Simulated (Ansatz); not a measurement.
# Calculations on InPH4OCl2

Part 1: Relaxation

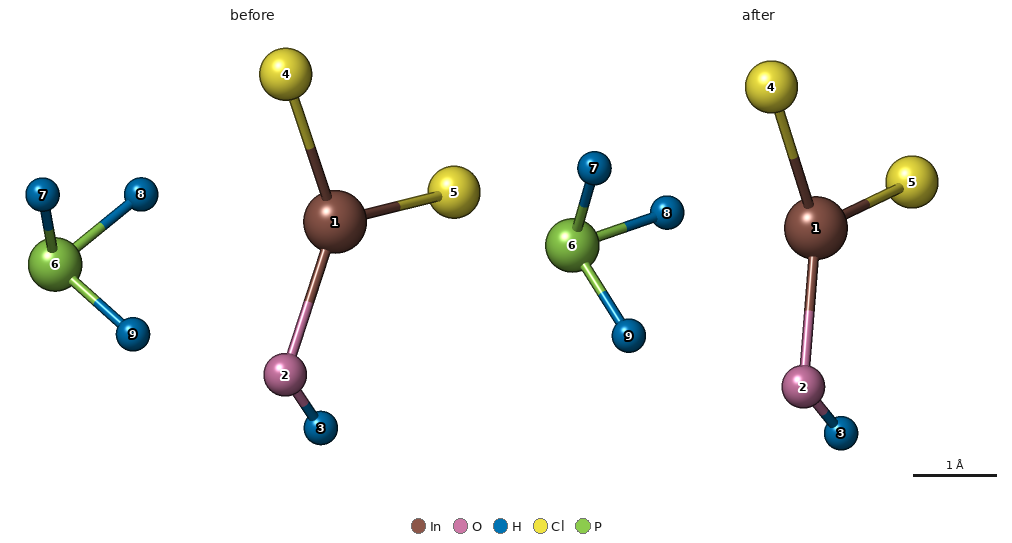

The structure of InPH4OCl2 before (left) and after (right) a relaxation, at one scale.

Style: ball-and-stick. Shown at a tilt.

The run prepares an end point of a later path (reaction) calculation, from a guessed geometry.

Theory: RKS PBE-D4/def2-SVP (Ansatz).

Input
```yaml
crystal:
  periodic: [false, false, false]
  atoms:
    - { symbol: In, position_ang: [0.077615, -0.144836, 0.050568] }
    - { symbol: O, position_ang: [-0.080309, -0.28782, 2.040388] }
    - { symbol: H, position_ang: [-1.023283, -0.308699, 2.298615] }
    - { symbol: Cl, position_ang: [2.178538, -0.353447, -0.964734] }
    - { symbol: Cl, position_ang: [-1.859917, 0.069462, -1.275284] }
    - { symbol: P, position_ang: [0.766475, 3.149422, 1.548908] }
    - { symbol: H, position_ang: [2.047404, 2.619888, 1.134963] }
    - { symbol: H, position_ang: [0.168915, 2.885429, 0.249226] }
    - { symbol: H, position_ang: [0.351661, 1.884301, 2.078649] }
basis:
  gaussian: { orbitals: def2-SVP }
hamiltonian:
  xc: pbe
  dispersion: d4
relax:
  f_tol: 0.03
  max_steps: 50
```

Run as
```bash
ansatz run input.yaml --threads 4 --pin off --max-ram 5120MiB --backend cpu --events-out ev --progress --plain --runs-dir out
```

Q: Describe what moved and what it gained.

A: After 9 geometry steps the energy has fallen by 0.119 eV. The largest force component goes from 0.37 to 0.0048 eV/Å. The atom that moves furthest after the best rigid fit is H7 (0.64 Å). Largest moves by element: H 0.64 Å, Cl 0.62 Å, In 0.31 Å, P 0.27 Å, O 0.25 Å. Among the contacts that change: In1–P6 3.684 → 3.234 Å, In1–O2 2.001 → 2.020 Å, In1–Cl4 2.343 → 2.356 Å, P6–H9 1.433 → 1.445 Å.

Limits of the set-up: the start holds two separate molecules, 2.2 Å apart at their closest, whose relative position is a soft coordinate.

Part 2: Relaxation

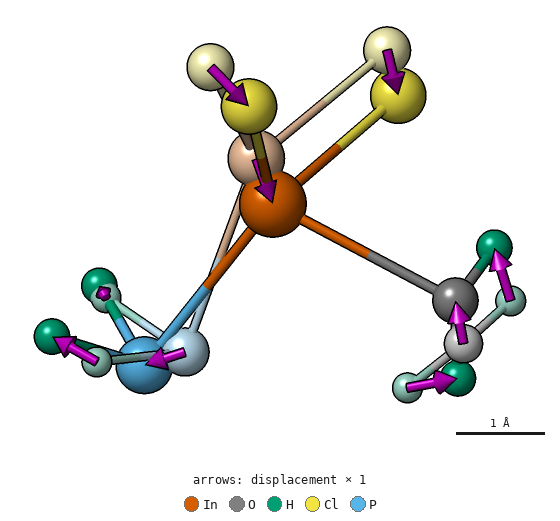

A relaxation of InPH$_{4}$OCl$_{2}$. The starting structure is drawn faded, the final one solid; purple arrows show the displacements, at their true length. The two geometries are superimposed by the best rigid fit.

Style: ball-and-stick. Shown at a tilt.

The run prepares an end point of a later path (reaction) calculation, from a guessed geometry.

All numbers below come from RKS PBE-D4/def2-SVP (Ansatz 0.2.0). Set-up: no spin polarisation; force threshold 0.03 eV/Å; at most 50 steps.

**Describe the change and its energy.**

The largest move after the best rigid fit is that of an H atom, 0.64 Å. Largest moves by element: H 0.64 Å, Cl 0.63 Å, In 0.55 Å, O 0.50 Å, P 0.49 Å. Some distances before and after: In–O 3.174 → 2.375 Å, H–In 3.338 → 2.588 Å, Cl–In 2.376 → 2.428 Å, In–P 2.496 → 2.519 Å. New bonds form, among them: In–O (3.17 → 2.37 Å). Among the angles between lasting bonds that change: In–P–H 92.8° → 90.1°, H–O–H 102.5° → 104.9°, Cl–In–Cl 114.7° → 112.6°. After 11 geometry steps the energy has fallen by 11.3 kcal/mol. The largest force component goes from 0.63 to 0.013 eV/Å. The run took 20 s on 4 threads of Arm Neoverse V1, on a shared host, peak memory 0.18 GiB.

Limits of the set-up: the start holds two separate molecules, 2.6 Å apart at their closest, whose relative position is a soft coordinate.

Part 3: Path

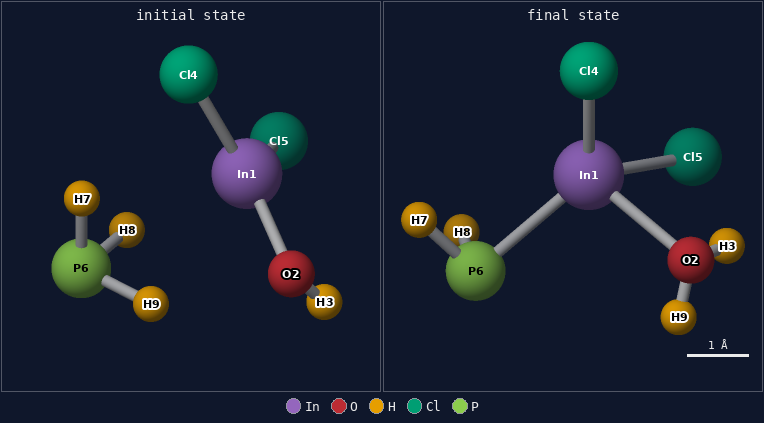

The two relaxed end points of a path for InPH₄OCl₂, made up at the start of InHOCl$_{2}$ and PH3. Style: ball-and-stick. Shown face on.

These are results of RKS PBE-D4/def2-SVP (Ansatz), not measurements.

Settings: 5 movable images; climbing image; force threshold 0.03 eV/Å; iteration limit 60.

Start:
```xyz
9

In    0.2176    0.0664    0.2421
O    -0.1156   -0.5138    2.1481
H    -1.0817   -0.5061    2.3053
Cl    2.3554   -0.2774   -0.6854
Cl   -1.5861    0.6008   -1.1963
P     0.8019    3.0684    1.2933
H     1.8284    2.3139    0.6168
H    -0.2033    2.7943    0.2939
H     0.4106    1.9672    2.1433
```

End:
```xyz
9

In    0.5155    0.7630    0.2022
O    -0.1742   -0.3069    2.2069
H    -1.0527   -0.5282    1.8050
Cl    2.1723   -0.7486   -0.5712
Cl   -1.7325    0.0694   -0.3976
P     0.8915    3.1419    0.9405
H     2.1780    3.1748    0.2906
H     0.2076    3.6185   -0.2361
H    -0.3782    0.3298    2.9209
```

> Predict the minimum-energy path and its barrier.

Forward barrier 30.4 kJ/mol, backward barrier 134.1 kJ/mol, with image 1 at the top; the reaction energy is −103.7 kJ/mol. Breaking: P6–H9 (1.45 → 1.62 at the top → 3.67 Å). Forming: In1–P6 (3.23 → 2.88 at the top → 2.52 Å), O2–H9 (2.54 → 1.44 at the top → 0.98 Å). The band is converged. At the top, the vibrational analysis gives one imaginary mode (757i cm⁻¹), as a transition state must have.

Energies of the converged images:

```tsv
image	path (Å)	E (kJ/mol)
0	0.00	0.0
1	1.06	30.4
2	1.61	-36.9
3	2.17	-79.9
4	2.72	-94.2
5	3.27	-100.8
6	3.83	-103.7
```

The geometry at the top of the path:

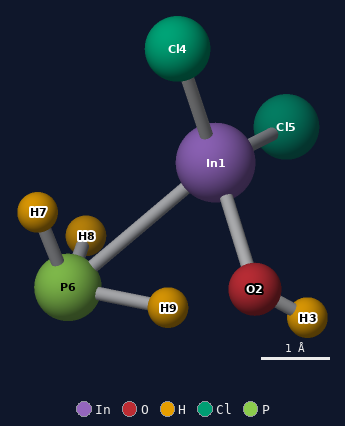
